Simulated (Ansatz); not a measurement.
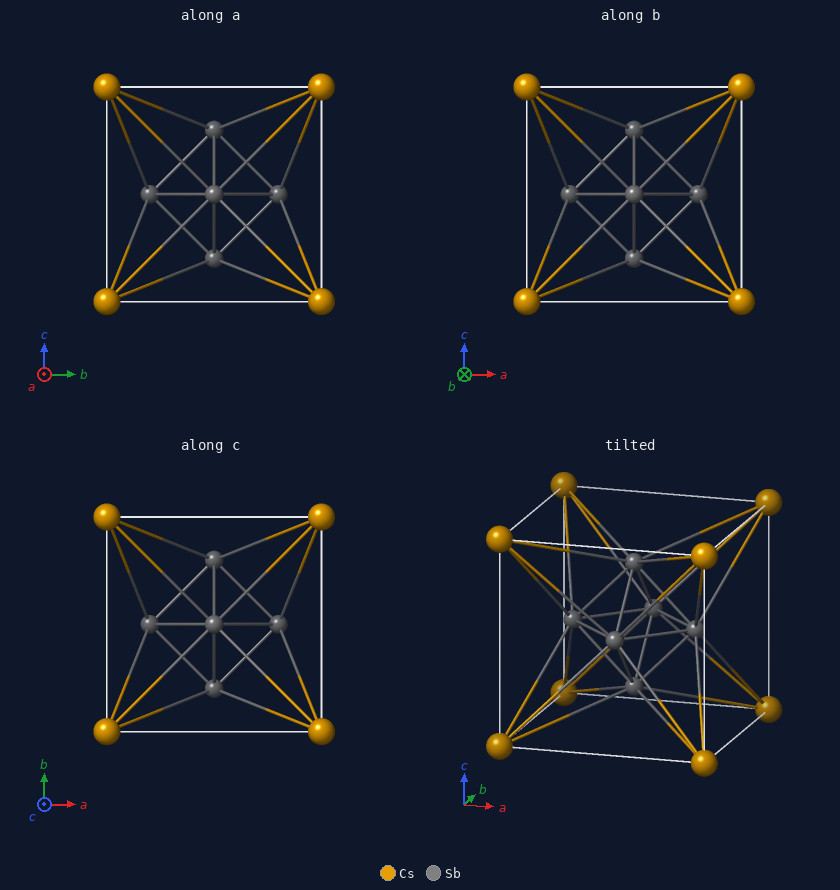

The figure gives a ball-and-stick picture of the atoms, viewed along the a axis, along the b axis, along the c axis and slightly off an axis. Lines trace the edges of the conventional unit cell.

Lattice parameters: a = 7.3828 Å, b = 7.3828 Å, c = 7.3828 Å, α = 90.000°, β = 90.000°, γ = 90.000°.

### Put the structure into a CIF in P1 with every atom of the cell, with free fractional coordinates to two decimals.

```cif
data_structure
_symmetry_space_group_name_H-M 'P 1'
_symmetry_Int_Tables_number 1
_cell_length_a 7.3828
_cell_length_b 7.3828
_cell_length_c 7.3828
_cell_angle_alpha 90.000
_cell_angle_beta 90.000
_cell_angle_gamma 90.000
_cell_volume 402.41
loop_
_atom_site_label
_atom_site_type_symbol
_atom_site_fract_x
_atom_site_fract_y
_atom_site_fract_z
_atom_site_occupancy
Cs1 Cs 0.00 0.00 0.00 1
Sb1 Sb 0.20 0.50 0.50 1
Sb2 Sb 0.50 0.50 0.80 1
Sb3 Sb 0.50 0.50 0.20 1
Sb4 Sb 0.50 0.20 0.50 1
Sb5 Sb 0.50 0.80 0.50 1
Sb6 Sb 0.80 0.50 0.50 1
```

Origin of the cell: a structure type filled with these elements by a generator (whether the compound takes this form wasn't checked). The picture shows the end point of a geometry optimisation with DFT PBE, scalar-relativistic, plane waves, PAW in Ansatz.
